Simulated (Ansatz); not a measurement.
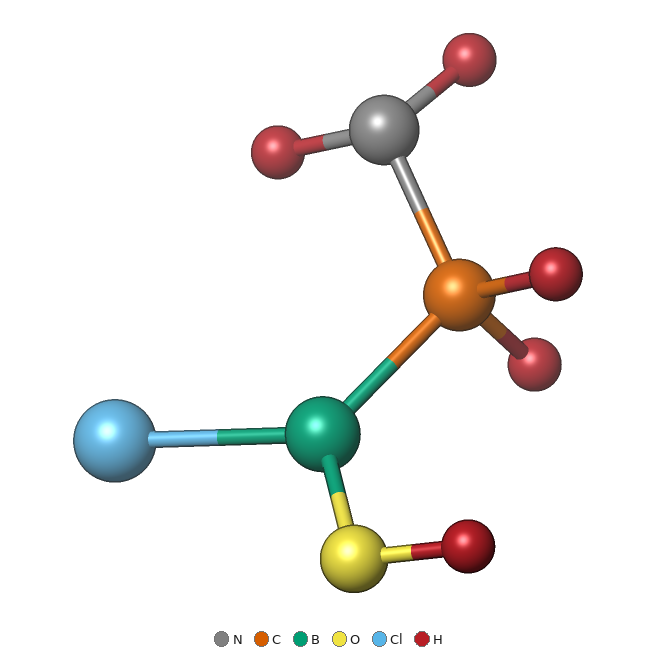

Computed geometry: PBE-D4/def2-SVP optimisation. No frequency run is at hand to confirm it as a minimum. Level of theory: RKS PBE-D4/def2-SVP (Ansatz 0.2.0).

What does the calculation give?

The species is CH₅BClNO (`NCB(O)Cl`).
- dipole moment: 2.77 D
- dispersion correction: −18.8 kJ/mol
